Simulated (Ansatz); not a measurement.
# C₂H₅Cl + H radical: a complex and its separated parts, part 2 of 2

Ansatz 0.2.0, Gaussian basis.

### 16 PBE-QIDH/def2-TZVPP

parta/in.yaml reads:

```yaml
crystal:
  periodic: [false, false, false]
  atoms:
    - {symbol: Cl, position_ang: [-1.258386, 0.137203, -0.843482]}
    - {symbol: C, position_ang: [0.408319, 0.551894, -0.346577]}
    - {symbol: C, position_ang: [0.870039, -0.306305, 0.802762]}
    - {symbol: H, position_ang: [0.394512, 1.609344, -0.084822]}
    - {symbol: H, position_ang: [1.032003, 0.418698, -1.229852]}
    - {symbol: H, position_ang: [1.890515, -0.027893, 1.081425]}
    - {symbol: H, position_ang: [0.227008, -0.172836, 1.673909]}
    - {symbol: H, position_ang: [0.864031, -1.362541, 0.529749]}
basis:
  gaussian: {orbitals: def2-TZVPP}
hamiltonian: {xc: {name: PBE-QIDH}}
```

Launch:

```bash
ansatz run in.yaml --threads 4 --pin off --events-out ev --progress --plain --max-ram 9574MiB
```

Output, cut to the lines that bear on the results:

```text
Functional definition: PBE-QIDH
  name "PBE-QIDH"
  cite "Brémond, Sancho-García, Pérez-Jiménez & Adamo, J. Chem. Phys. 141, 031101 (2014) doi:10.1063/1.4890314"
  cite "Perdew, Burke & Ernzerhof, Phys. Rev. Lett. 77, 3865 (1996) doi:10.1103/PhysRevLett.77.3865"
[...]
1004 factors; integrals over basis functions are off by at most 9.9e-4 eV
[...]
mean field -14664.77276695 eV, -538.9204590454 hartree, gradient 9.8e-6 eV, S^2 0.000000; 0 other end points of the search recorded, 0 dependent functions left out
7 core orbitals not correlated: weight in the atoms' cores, before any rotation towards them, 1.000 or more for the frozen orbitals, at most 0.000 for the correlated occupied ones
reference -14664.77277728 eV, -538.9204594252 hartree; 10, 10 occupied and 157, 157 virtual orbitals, 1004 factors
second order -16.73458691 eV of doubles, -0.00000000 eV of singles
Total energy: -14670.35097292 eV, -539.1254543338 hartree
```

It took 1.7 s on 4 threads of Arm Neoverse V2, shared host.

### 17 RPA on PBE/def2-TZVPP

Edit parta/in.yaml of step 16 so:

```diff
@@ -13,2 +13,3 @@
   gaussian: {orbitals: def2-TZVPP}
-hamiltonian: {xc: {name: PBE-QIDH}}
+hamiltonian: {xc: pbe}
+correlation: {method: rpa}
```

Launch:

```bash
ansatz run in.yaml --threads 4 --pin off --events-out ev --progress --plain --max-ram 9574MiB
```

Output, cut to the lines that bear on the results:

```text
[... 4 set-up lines as earlier in the session ...]
[...]
1004 factors; integrals over basis functions are off by at most 9.9e-4 eV
[...]
mean field -14671.44040051 eV, -539.1654900593 hartree, gradient 3.7e-6 eV, S^2 0.000000; 0 other end points of the search recorded, 0 dependent functions left out
7 core orbitals not correlated: weight in the atoms' cores, before any rotation towards them, 1.000 or more for the frozen orbitals, at most 0.000 for the correlated occupied ones
reference -14644.16436894 eV, -538.1631143872 hartree; 10, 10 occupied and 157, 157 virtual orbitals, 1004 factors
Total energy: -14669.30981915 eV, -539.0871926386 hartree
```

Wall time 1.7 s (4 threads of Arm Neoverse V2, shared host).

### 18 CCSD(T)/def2-TZVPP

Edit parta/in.yaml of step 17 so:

```diff
@@ -13,3 +13,2 @@
   gaussian: {orbitals: def2-TZVPP}
-hamiltonian: {xc: pbe}
-correlation: {method: rpa}
+correlation: {method: ccsd_t}
```

Launch:

```bash
ansatz run in.yaml --threads 4 --pin off --events-out ev --progress --plain --max-ram 9574MiB
```

Output, cut to the lines that bear on the results:

```text
Functional definition: HF
  name "HF"
  cite "Fock, Z. Phys. 61, 126 (1930) doi:10.1007/BF01340294"
[... 1 set-up line as earlier in the session ...]
[...]
1004 factors; integrals over basis functions are off by at most 9.9e-4 eV
[...]
mean field -14644.98398044 eV, -538.1932345545 hartree, gradient 1.2e-6 eV, S^2 0.000000; 0 other end points of the search recorded, 0 dependent functions left out
7 core orbitals not correlated: weight in the atoms' cores, before any rotation towards them, 1.000 or more for the frozen orbitals, at most 0.000 for the correlated occupied ones
reference -14644.98398044 eV, -538.1932345545 hartree; 10, 10 occupied and 157, 157 virtual orbitals, 1004 factors
second order -14.88005676 eV of doubles, -0.00000000 eV of singles
cycle   1  -15.58615565 eV  change   -7.1e-1 eV  update   7.1e-2
[...]
cycle   8  -15.99517886 eV  change   -9.6e-6 eV  update   1.7e-5
perturbative correction -0.62565568 eV, -0.0229924221 hartree
Total energy: -14661.60481498 eV, -538.8040389577 hartree
```

Wall time 13 s (4 threads of Arm Neoverse V2, shared host); peak memory 1.5 GiB.

### 19 MP2/def2-QZVPP

Edit parta/in.yaml of step 18 so:

```diff
@@ -12,3 +12,3 @@
 basis:
-  gaussian: {orbitals: def2-TZVPP}
-correlation: {method: ccsd_t}
+  gaussian: {orbitals: "def2-QZVPP.json"}
+correlation: {method: mp2}
```

The basis file named in the input lies beside it (Basis Set Exchange, JSON).

Launch:

```bash
ansatz run in.yaml --threads 4 --pin off --events-out ev --progress --plain --max-ram 9574MiB
```

Output:

```text
[... 4 set-up lines as earlier in the session ...]
  exchange = exact_x
  correlation = 0
1965 factors; integrals over basis functions are off by at most 9.3e-4 eV
mean field evaluation 1: about -14643.5272 eV, gradient 2.6e1 eV
mean field evaluation 2: about -14643.6210 eV, gradient 2.6e1 eV
mean field evaluation 4: about -14645.4121 eV, gradient 2.8e0 eV
mean field evaluation 8: about -14645.4398 eV, gradient 1.9e-1 eV
mean field -14645.44000824 eV, -538.2099932669 hartree, gradient 1.4e-6 eV, S^2 0.000000; 0 other end points of the search recorded, 0 dependent functions left out
7 core orbitals not correlated: weight in the atoms' cores, before any rotation towards them, 1.000 or more for the frozen orbitals, at most 0.000 for the correlated occupied ones
reference -14645.44000824 eV, -538.2099932669 hartree; 10, 10 occupied and 317, 317 virtual orbitals, 1965 factors
second order -16.02819399 eV of doubles, -0.00000000 eV of singles
Total energy: -14661.46820222 eV, -538.7990185317 hartree
```

It took 5.5 s on 4 threads of Arm Neoverse V2, shared host; peak memory 1.3 GiB.

### 20 Vibrations of C₂H₅Cl

vib-parta/in.yaml reads:

```yaml
crystal:
  periodic: [false, false, false]
  atoms:
    - {symbol: Cl, position_ang: [-1.258386, 0.137203, -0.843482]}
    - {symbol: C, position_ang: [0.408319, 0.551894, -0.346577]}
    - {symbol: C, position_ang: [0.870039, -0.306305, 0.802762]}
    - {symbol: H, position_ang: [0.394512, 1.609344, -0.084822]}
    - {symbol: H, position_ang: [1.032003, 0.418698, -1.229852]}
    - {symbol: H, position_ang: [1.890515, -0.027893, 1.081425]}
    - {symbol: H, position_ang: [0.227008, -0.172836, 1.673909]}
    - {symbol: H, position_ang: [0.864031, -1.362541, 0.529749]}
basis:
  gaussian: {orbitals: def2-TZVP}
hamiltonian: {xc: pbe0, dispersion: d4}
phonons: {temperatures: {t_min: 298.15, t_max: 900, t_step: 200}}
```

Launch:

```bash
ansatz run in.yaml --threads 4 --pin off --events-out ev --progress --plain --max-ram 9574MiB
```

Output, cut to the lines that bear on the results:

```text
[... 5 set-up lines as earlier in the session ...]
[...]
848 factors; their error is unknown
[...]
mean field -14672.84399506 eV, -539.2170712078 hartree, gradient 1.2e-5 eV, S^2 0.000000; 0 other end points of the search recorded, 0 dependent functions left out
[...]
reference -14672.84402028 eV, -539.2170721343 hartree; 17, 17 occupied and 112, 112 virtual orbitals, 848 factors
[... from here to the last solve, the lines of the solves are left out (47 solves) ...]
848 factors; their error is unknown
[...]
mean field -14672.84397330 eV, -539.2170704079 hartree, gradient 1.9e-6 eV, S^2 0.000000; 0 other end points of the search recorded, 0 dependent functions left out
[...]
Atom 0 at    -1.258386     0.137203    -0.843482 Å, force     0.001480     0.000427     0.000814 eV/Å
Atom 1 at     0.408319     0.551894    -0.346577 Å, force    -0.002265    -0.000758    -0.001742 eV/Å
Atom 2 at     0.870039    -0.306305     0.802762 Å, force     0.000808     0.000246     0.000814 eV/Å
Atom 3 at     0.394512     1.609344    -0.084822 Å, force     0.000349    -0.000613     0.000423 eV/Å
Atom 4 at     1.032003     0.418698    -1.229852 Å, force     0.000479     0.000133     0.000637 eV/Å
Atom 5 at     1.890515    -0.027893     1.081425 Å, force    -0.000019     0.000385    -0.000374 eV/Å
Atom 6 at     0.227008    -0.172836     1.673909 Å, force    -0.000554     0.000321     0.000193 eV/Å
Atom 7 at     0.864031    -1.362541     0.529749 Å, force    -0.000278    -0.000141    -0.000765 eV/Å
Dipole moment:     0.399865     0.072940     0.146802 e Å
Vibrations: 261.62 333.00 691.66 787.10 994.45 1076.70 1097.78 1274.68 1314.51 1405.78 1475.85 1485.60 1492.74 3053.92 3095.87 3130.01 3136.12 3162.24 cm⁻¹, zero-point energy 1.814485 eV
```

It took 31 s on 4 threads of Arm Neoverse V2, shared host.

The modes, with what each moves most:

```tsv
mode	wavenumber (cm⁻¹)	character
1	262	torsion
2	333	bend
3	692	C–Cl stretch
4	787	bend with wag or twist
5	994	C–C stretch with bend
6	1077	bend with wag or twist
7	1098	C–C stretch with bend
8	1275	bend
9	1315	bend
10	1406	bend
11	1476	bend
12	1486	bend
13	1493	bend
14	3054	C–H stretch
15	3096	C–H stretch
16	3130	C–H stretch
17	3136	C–H stretch
18	3162	C–H stretch
```

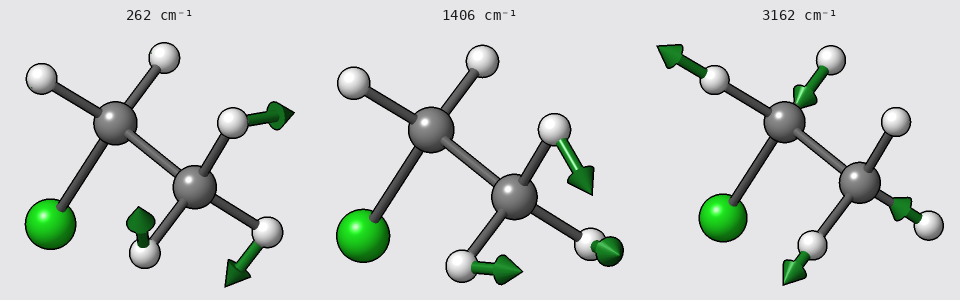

Displacements of 3 modes, as arrows.

Vibrational sums (real modes only):

```tsv
T (K)	entropy (J/mol/K)	heat capacity (J/mol/K)
298	15.8	27.1
498	36.2	54.4
698	58.2	75.6
898	79.2	91.2
```

### 21 Complex less separated parts

The complex's own energies come from single points at the same levels. The hydrogen atom has one electron, so its Hartree-Fock energy serves all wavefunction methods.

Rows are in def2-TZVPP; times add the 2 runs of a level on a shared host, so small differences are noise.

Differences are taken before rounding.

```tsv
method	rung	complex less parts (kJ/mol)	from CCSD(T) (kJ/mol)	time
SPW92	LDA	-2.65	-2.34	1.4 s
PBE-D4	GGA	-1.24	-0.94	2.2 s
BLYP-D4	GGA	-1.14	-0.83	2.2 s
r2SCAN-D4	meta-GGA	-1.37	-1.07	5.1 s
B97M-V	meta-GGA	-0.18	+0.12	10 s
PBE0-D4	hybrid	-0.96	-0.66	3 s
B3LYP-D4	hybrid	-1.18	-0.88	3.1 s
r2SCAN0-D4	hybrid	-1.44	-1.14	5.2 s
BHLYP-D4	hybrid	-1.05	-0.74	3 s
CAM-B3LYP-D4	range-separated hybrid	-1.19	-0.89	3.4 s
wB97X-V	range-separated hybrid	-0.08	+0.22	9.8 s
wB97M-V	range-separated hybrid	0.45	+0.76	9.6 s
B2PLYP	double hybrid	-0.09	+0.22	4.6 s
PBE-QIDH	double hybrid	-0.14	+0.16	4.3 s
Hartree-Fock	wavefunction	0.63	+0.93	
MP2	wavefunction	-0.22	+0.09	
CCSD	wavefunction	-0.24	+0.07	
CCSD(T)	wavefunction	-0.31	0	91 s
```

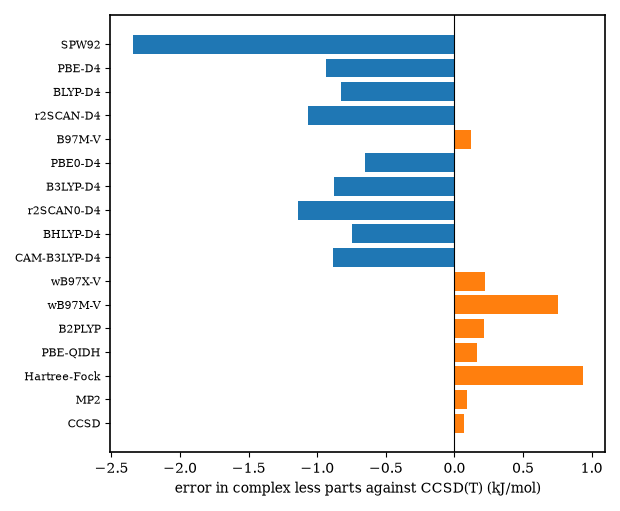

How far each level lands from CCSD(T).

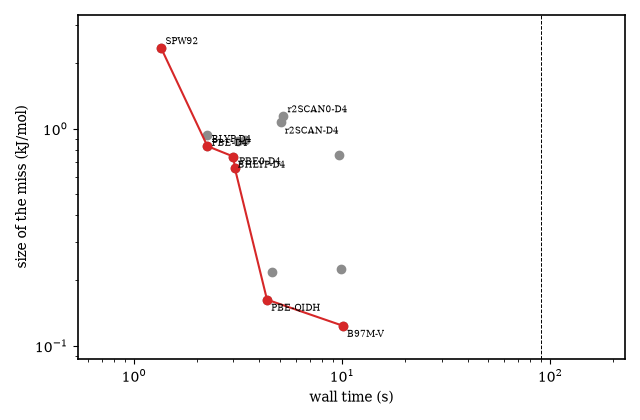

Accuracy for the time spent; red marks the levels that beat every quicker one drawn (of those quicker than the yardstick), and the dashed line is the time of CCSD(T). Only those levels and the largest misses are named. Times are from a shared host.

B97M-V reaches 0.12 kJ/mol from the reference in 10 s, where CCSD(T) took 91 s; the quickest level in the cost chart, SPW92, takes 1.4 s and misses by 2.34 kJ/mol.

The complex's zero-point energy, from a separate PBE0-D4 run, is 1.821 eV.

### 22 Results

What follows sums up all 2 parts.

| quantity | value |
| --- | --- |
| complex less parts, CCSD(T)/def2-TZVPP | -0.31 kJ/mol |
| with zero-point energy | +0.34 kJ/mol |
| largest T1 diagnostic | 0.008 |

In words: At CCSD(T) the complex lies 0.31 kJ/mol below its parts. B97M-V is the best functional here (+0.12 kJ/mol from CCSD(T)); SPW92 is the worst (-2.34 kJ/mol). By rung, the mean size of the error is: LDA 2.34, GGA 0.88, meta-GGA 0.60, hybrid 0.85, range-separated hybrid 0.62, double hybrid 0.19 kJ/mol. The double hybrids carry no dispersion term here, unlike the levels marked D4 or V. PBE-D4 gives a relative energy 0.94 kJ/mol too low, an error of 306 % of the reference. No counterpoise was applied, and triple zeta lacks some correlation, so the CCSD(T) reference has a basis error of its own, and close matches with it are partly luck.
